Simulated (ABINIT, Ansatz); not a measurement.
**LuAs (Fm-3m): from the cell to the phonon bands**

How does LuAs (Fm-3m) vibrate, and is this structure a minimum?

Calculated with ABINIT 10.8.3; DFT PBEsol, scalar-relativistic, plane waves, PseudoDojo norm-conserving pseudopotentials.

## 1. The structure

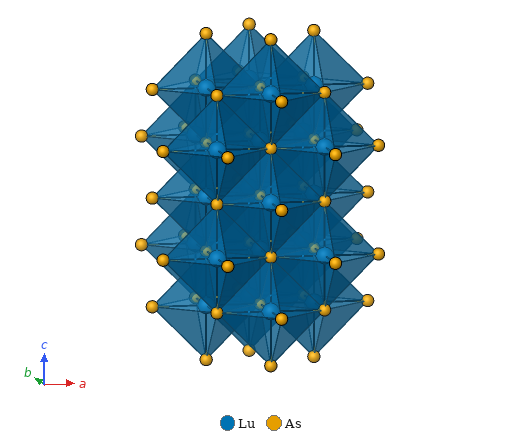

Start, viewed slightly off an axis; lutetium blue, arsenic orange. 1×1×2 cells are drawn. This picture shows the conventional cell, with its axes. Some periodic images of atoms are drawn too.

## 2. A probe with smearing

A first run with smearing and empty bands tells whether the crystal has a gap, which decides between fixed occupations and smearing later on.

File probe.abi:

```
# ground state
tolvrs 1.0d-08
prtden 1
prtwf 1

# basis, mesh and filling
ecut 46.0
ngkpt 6 6 6
nshiftk 1
shiftk 0.0 0.0 0.0
istwfk *1
occopt 7
tsmear 0.005
nband 29
nstep 100
diemac 9.0
prtebands 0
prtgsr 0

# cell and atoms
acell 3*1.0 Angstrom
rprim 
    0.0 2.838190747 2.838190747
    2.838190747 0.0 2.838190747
    2.838190747 2.838190747 0.0
ntypat 2
znucl 71 33
natom 2
typat 1 2
xred 
    0.5 0.5 0.5
    0.0 0.0 0.0
pp_dirpath "./pseudo"
pseudos "Lu.upf, As.upf"
```

Started as:

```
$ OMP_NUM_THREADS=1 mpirun -n 16 abinit probe.abi > probe.log
```

Numbers of over 12 decimals in the logs are rounded to 6 here.

probe.abo, the main output file:

```text
[banners, grids, parts of the stress and lines that vanish by symmetry left out]
- input  file    -> probe.abi
- output file    -> probe.abo
- root for input  files -> probei
[...]
Symmetries : space group Fm -3 m (#225); Bravais cF (face-center cubic)
[...]
mpw =        4645          nfft =      110592          nkpt =          16
[...]
== DATASET  1 ==================================================================
[...]
cutoff_energies: {ecut:  46.0, pawecutdg:  -1.0, }
[...]
ETOT  1  -319.94639235924    -3.199E+02 7.352E-01 1.527E+05
 ETOT  2  -294.86056873795     2.509E+01 6.966E-01 5.213E+05
 ETOT  3  -341.50426339250    -4.664E+01 6.124E-01 8.530E+04
 ETOT  4  -349.49494639148    -7.991E+00 6.000E-02 2.475E+04
 ETOT  5  -350.66560209237    -1.171E+00 2.149E-02 1.571E+04
[...]
ETOT 16  -352.49887321522    -4.289E-08 3.420E-06 2.208E-05
 ETOT 17  -352.49887321700    -1.779E-09 1.233E-05 2.620E-10
 At SCF step   17       vres2   =  2.62E-10 < tolvrs=  1.00E-08 =>converged.
[...]
sigma(1 1)=  1.12266640E-04  sigma(3 2)=  0.00000000E+00
  sigma(2 2)=  1.12266640E-04  sigma(3 1)=  0.00000000E+00
  sigma(3 3)=  1.12266640E-04  sigma(2 1)=  0.00000000E+00
[...]
convergence: {deltae: -1.779E-09, res2:  2.620E-10, residm:  1.233E-05, diffor: null, }
etotal    :  -3.52498873E+02
[...]
sigma(1 1)=  1.12266640E-04  sigma(3 2)=  0.00000000E+00
  sigma(2 2)=  1.12266640E-04  sigma(3 1)=  0.00000000E+00
  sigma(3 3)=  1.12266640E-04  sigma(2 1)=  0.00000000E+00
[...]
- sigma(1 1)=  3.30299857E+00  sigma(3 2)=  0.00000000E+00
- sigma(2 2)=  3.30299857E+00  sigma(3 1)=  0.00000000E+00
- sigma(3 3)=  3.30299857E+00  sigma(2 1)=  0.00000000E+00
[...]
fcart     -0.0000000000E+00 -0.0000000000E+00 -0.0000000000E+00
           strten      1.1226663954E-04  1.1226663954E-04  1.1226663954E-04
================================================================================

[key lines of the parts left out:]
pressure_GPa:  -3.3030E+00
```

Run time: 10 s. Hardware: 16 MPI ranks of Arm Neoverse V2, shared host.

Numbers from this step:

| Quantity | Value |
| --- | --- |
| volume per atom | 22.86 Å³ |
| pressure | -3.303 GPa |
| gap on the k-mesh | 0 eV |

No gap opens on this mesh, so smearing is kept; the printed pressure holds the stress of the finite basis too.

## 3. Relaxation

The harmonic expansion needs vanishing forces, and a free crystal bears no stress, so cell and atoms are brought to rest. Stress is more sensitive to the basis than forces are: the last 3 Ha under the cutoff are smoothed with ecutsm, and the cutoff is raised above that of the later runs.

File relax.abi:

```
# relaxation
ionmov 2
optcell 2
dilatmx 1.08
ntime 40
tolmxf 1.0d-05
tolvrs 1.0d-14
prtwf 0
prtden 0
chksymtnons 0

# basis, mesh and filling
ecut 56.0
ecutsm 3.0
ngkpt 8 8 8
nshiftk 1
shiftk 0.0 0.0 0.0
istwfk *1
occopt 7
tsmear 0.01
nband 29
nstep 100
diemac 1000000.0
prtebands 0
prtgsr 0

# cell and atoms
acell 3*1.0 Angstrom
rprim 
    0.0 2.838190747 2.838190747
    2.838190747 0.0 2.838190747
    2.838190747 2.838190747 0.0
ntypat 2
znucl 71 33
natom 2
typat 1 2
xred 
    0.5 0.5 0.5
    0.0 0.0 0.0
pp_dirpath "./pseudo"
pseudos "Lu.upf, As.upf"
```

Started as:

```
$ OMP_NUM_THREADS=1 mpirun -n 16 abinit relax.abi > relax.log
```

relax.abo, the main output file:

```text
[banners, grids, parts of the stress and lines that vanish by symmetry left out]
- input  file    -> relax.abi
- output file    -> relax.abo
- root for input  files -> relaxi
[...]
Symmetries : space group Fm -3 m (#225); Bravais cF (face-center cubic)
[...]
mpw =        7812          nfft =      216000          nkpt =          29
[...]
== DATASET  1 ==================================================================
[...]
-    --> not optimal distribution: autoparal keyword recommended in input file <--
[...]
cutoff_energies: {ecut:  56.0, pawecutdg:  -1.0, }
[...]
ETOT  1  -320.33383389918    -3.203E+02 8.094E-01 2.926E+05
 ETOT  2  -296.83165883869     2.350E+01 1.215E+00 9.483E+05
 ETOT  3  -342.68653914844    -4.585E+01 5.895E-01 1.476E+05
 ETOT  4  -349.75735389994    -7.071E+00 6.259E-02 4.410E+04
 ETOT  5  -350.73634757278    -9.790E-01 5.006E-02 2.944E+04
[...]
At SCF step   21       vres2   =  5.61E-16 < tolvrs=  1.00E-14 =>converged.
[...]
sigma(1 1)=  9.92232348E-05  sigma(3 2)=  0.00000000E+00
  sigma(2 2)=  9.92232348E-05  sigma(3 1)=  0.00000000E+00
  sigma(3 3)=  9.92232348E-05  sigma(2 1)=  0.00000000E+00
[...]
convergence: {deltae:  7.276E-12, res2:  5.613E-16, residm:  2.670E-04, diffor: null, }
etotal    :  -3.52499472E+02
[...]
ETOT  1  -352.49352694940    -3.525E+02 6.358E-03 1.387E+02
[...]
At SCF step   12       vres2   =  4.37E-17 < tolvrs=  1.00E-14 =>converged.
[...]
sigma(1 1)=  7.62757865E-05  sigma(3 2)=  0.00000000E+00
  sigma(2 2)=  7.62757865E-05  sigma(3 1)=  0.00000000E+00
  sigma(3 3)=  7.62757865E-05  sigma(2 1)=  0.00000000E+00
[...]
convergence: {deltae:  2.922E-11, res2:  4.366E-17, residm:  1.201E-04, diffor: null, }
etotal    :  -3.52499714E+02
[...]
ETOT  1  -352.43909133913    -3.524E+02 3.721E+00 1.413E+03
[...]
At SCF step   13       vres2   =  1.18E-16 < tolvrs=  1.00E-14 =>converged.
[...]
sigma(1 1)= -3.41858011E-06  sigma(3 2)=  0.00000000E+00
  sigma(2 2)= -3.41858011E-06  sigma(3 1)=  0.00000000E+00
  sigma(3 3)= -3.41858011E-06  sigma(2 1)=  0.00000000E+00
[...]
convergence: {deltae:  2.387E-11, res2:  1.183E-16, residm:  7.704E-04, diffor: null, }
etotal    :  -3.52500038E+02
[...]
ETOT  1  -352.49992045155    -3.525E+02 8.276E-04 2.611E+00
[...]
At SCF step   11       vres2   =  3.56E-16 < tolvrs=  1.00E-14 =>converged.
[...]
sigma(1 1)=  1.05940248E-07  sigma(3 2)=  0.00000000E+00
  sigma(2 2)=  1.05940248E-07  sigma(3 1)=  0.00000000E+00
  sigma(3 3)=  1.05940248E-07  sigma(2 1)=  0.00000000E+00
[...]
convergence: {deltae:  2.592E-11, res2:  3.565E-16, residm:  2.423E-04, diffor: null, }
etotal    :  -3.52500039E+02
[...]
ETOT  1  -352.50003865612    -3.525E+02 3.034E-04 2.352E-03
[...]
ETOT  8  -352.50003876225     1.512E-11 9.660E-06 7.437E-13
 ETOT  9  -352.50003876226    -1.080E-11 3.458E-05 5.724E-15
 At SCF step    9       vres2   =  5.72E-15 < tolvrs=  1.00E-14 =>converged.
[...]
sigma(1 1)=  1.76988556E-10  sigma(3 2)=  0.00000000E+00
  sigma(2 2)=  1.76988573E-10  sigma(3 1)=  0.00000000E+00
  sigma(3 3)=  1.76988556E-10  sigma(2 1)=  0.00000000E+00
[...]
convergence: {deltae: -1.080E-11, res2:  5.724E-15, residm:  3.458E-05, diffor: null, }
etotal    :  -3.52500039E+02
[...]
At Broyd/MD step   5, gradients are converged :
[...]
sigma(1 1)=  1.76988556E-10  sigma(3 2)=  0.00000000E+00
  sigma(2 2)=  1.76988573E-10  sigma(3 1)=  0.00000000E+00
  sigma(3 3)=  1.76988556E-10  sigma(2 1)=  0.00000000E+00
[...]
- sigma(1 1)=  5.20718309E-06  sigma(3 2)=  0.00000000E+00
- sigma(2 2)=  5.20718360E-06  sigma(3 1)=  0.00000000E+00
- sigma(3 3)=  5.20718309E-06  sigma(2 1)=  0.00000000E+00
[...]
fcart     -0.0000000000E+00 -0.0000000000E+00 -0.0000000000E+00
           strten      1.7698855576E-10  1.7698857310E-10  1.7698855576E-10
================================================================================

[key lines of the parts left out:]
pressure_GPa:  -5.2072E-06
Total energy (etotal) [Ha]= -3.52500038762258E+02
```

Elapsed: 2 min, on 16 MPI ranks.

Step by step:

| step | energy less that of the first step (eV) | largest force (eV/Å) | volume (Å³) |
| --- | --- | --- | --- |
| 1 | 0.0000 | 0.0000 | 45.73 |
| 2 | -0.0066 | 0.0000 | 45.32 |
| 3 | -0.0154 | 0.0000 | 44.03 |
| 4 | -0.0154 | 0.0000 | 44.08 |
| 5 | -0.0154 | 0.0000 | 44.08 |

| conventional cell, symmetrised | before | after | change |
| --- | --- | --- | --- |
| a (Å) | 5.676 | 5.608 | -1.2 % |
| b (Å) | 5.676 | 5.608 | -1.2 % |
| c (Å) | 5.676 | 5.608 | -1.2 % |
| volume (Å³/atom) | 22.86 | 22.04 | -3.6 % |

The relaxed structure:

```
Lu As
1.0
     0.00000    2.80380    2.80380
     2.80380    0.00000    2.80380
     2.80380    2.80380    0.00000
Lu As
1 1
Direct
  0.50000 0.50000 0.50000
  0.00000 0.00000 0.00000
```

This step gave:

```yaml
volume_per_atom: 22.04 Å³
pressure: -5.21e-6 GPa
```

The volume changes by -3.6 % in this run and stands -3.6 % from the first cell.

## 4. Self-consistent run for the response

The response is built on these wavefunctions, so the potential is converged far more tightly than an energy would need. Smearing stays on, as the first look found no gap above 0.3 eV.

File gs.abi:

```
# ground state
tolvrs 1.0d-16
prtden 1
prtwf 1

# basis, mesh and filling
ecut 46.0
ngkpt 8 8 8
nshiftk 1
shiftk 0.0 0.0 0.0
istwfk *1
occopt 7
tsmear 0.01
nband 29
nstep 100
diemac 1000000.0
prtebands 0
prtgsr 0

# cell and atoms
acell 3*1.0 Angstrom
rprim 
    0.0 2.8038044 2.8038044
    2.8038044 0.0 2.8038044
    2.8038044 2.8038044 0.0
ntypat 2
znucl 71 33
natom 2
typat 1 2
xred 
    0.5 0.5 0.5
    0.0 0.0 0.0
pp_dirpath "./pseudo"
pseudos "Lu.upf, As.upf"
```

Started as:

```
$ OMP_NUM_THREADS=1 mpirun -n 16 abinit gs.abi > gs.log
```

gs.abo, the main output file:

```text
[banners, grids, parts of the stress and lines that vanish by symmetry left out]
- input  file    -> gs.abi
- output file    -> gs.abo
- root for input  files -> gsi
[...]
Symmetries : space group Fm -3 m (#225); Bravais cF (face-center cubic)
[...]
mpw =        4477          nfft =      110592          nkpt =          29
[...]
== DATASET  1 ==================================================================
[...]
-    --> not optimal distribution: autoparal keyword recommended in input file <--
[...]
cutoff_energies: {ecut:  46.0, pawecutdg:  -1.0, }
[...]
ETOT  1  -321.83824591718    -3.218E+02 7.662E-01 1.457E+05
 ETOT  2  -298.59100485837     2.325E+01 1.377E+00 4.800E+05
 ETOT  3  -343.37650864457    -4.479E+01 5.742E-01 7.178E+04
 ETOT  4  -349.96463021626    -6.588E+00 1.166E-01 2.147E+04
 ETOT  5  -350.79735020757    -8.327E-01 5.809E-02 1.498E+04
[...]
ETOT 23  -352.49985867249    -4.127E-11 3.124E-04 2.369E-14
 ETOT 24  -352.49985867247     1.285E-11 3.356E-04 9.111E-17
 At SCF step   24       vres2   =  9.11E-17 < tolvrs=  1.00E-16 =>converged.
[...]
sigma(1 1)=  1.72262733E-05  sigma(3 2)=  0.00000000E+00
  sigma(2 2)=  1.72262733E-05  sigma(3 1)=  0.00000000E+00
  sigma(3 3)=  1.72262733E-05  sigma(2 1)=  0.00000000E+00
[...]
convergence: {deltae:  1.285E-11, res2:  9.111E-17, residm:  3.356E-04, diffor: null, }
etotal    :  -3.52499859E+02
[...]
sigma(1 1)=  1.72262733E-05  sigma(3 2)=  0.00000000E+00
  sigma(2 2)=  1.72262733E-05  sigma(3 1)=  0.00000000E+00
  sigma(3 3)=  1.72262733E-05  sigma(2 1)=  0.00000000E+00
[...]
- sigma(1 1)=  5.06814457E-01  sigma(3 2)=  0.00000000E+00
- sigma(2 2)=  5.06814457E-01  sigma(3 1)=  0.00000000E+00
- sigma(3 3)=  5.06814457E-01  sigma(2 1)=  0.00000000E+00
[...]
fcart     -0.0000000000E+00 -0.0000000000E+00 -0.0000000000E+00
           strten      1.7226273263E-05  1.7226273263E-05  1.7226273263E-05
================================================================================

[key lines of the parts left out:]
pressure_GPa:  -5.0681E-01
```

Run time: 22 s. Hardware: 16 MPI ranks; 5.8 min of CPU time.

Read from the output:

- pressure: -0.5068 GPa

The cell stands at -0.51 GPa: the relaxation ran with a smoothed and higher cutoff, and the difference is a stress of the finite basis.

(Part 1 of 4 ends here.)

[Host names and launcher messages were left out of these logs when they were recorded.]

[Logs are printed without paths, hosts, clocks, repeated set-up lines and the standing remarks that a program may print on its own settings, such as how far it seeks lower states.]

[Hosts, paths, dates, database ids (printed as entryN), source tags and the programs' standing remarks are cut or masked in the printed files.]
